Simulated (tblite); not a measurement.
# C2H9FSi4: the cost of one run

Computed with tblite 0.8.0 and PySCF 2.14.0, with density-fitted response routines of our own, on a single molecule in the gas phase. Atoms are numbered from 0 throughout.

## Step 1: The molecule as given

16 atoms, charge 0, multiplicity 1; geometry from: force field or distance geometry start.

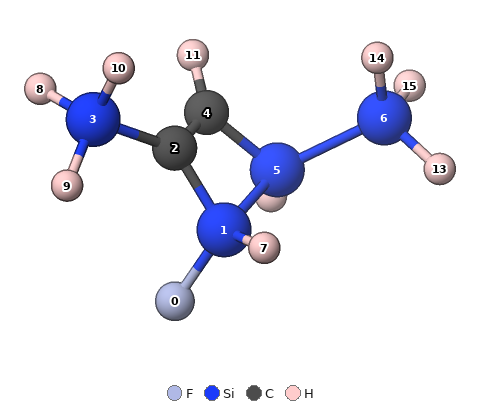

The starting geometry (fluorine light blue, silicon blue, carbon dark grey, hydrogen pink), atoms numbered.

## Step 2: Relaxing the molecule with GFN2-xTB

What the job is given:

```
{"job": {"kind": "relax", "xc": "GFN2-xTB", "basis": "xTB"}, "charge": 0, "multiplicity": 1}
F     -0.789900    -2.898300    -0.503600
Si    -0.242100    -1.515700     0.318900
C     -1.094600    -0.053100    -0.167300
Si    -2.915600     0.454800     0.116700
C     -0.190700     0.588300    -0.775300
Si     1.268100    -0.435400    -0.700700
Si     2.849100     0.629100     0.476100
H     -0.099300    -1.756900     1.791400
H     -3.434100     0.935900    -1.131400
H     -3.603100    -0.753600     0.575900
H     -2.937500     1.466600     1.165400
H     -0.279700     1.617300    -1.288900
H      1.763900    -0.988100    -1.974500
H      3.607500    -0.244700     1.358800
H      2.297400     1.774800     1.225100
H      3.792900     1.188000    -0.498100
```

Command:

```sh
$ OMP_NUM_THREADS=1 python probes_run.py task.json out
```

The driver reads the jobs from task.json and runs them one after another.

**Question.** How long does this first job take on 1 thread of AMD EPYC 9R45, shared host?

About 1.1 s.
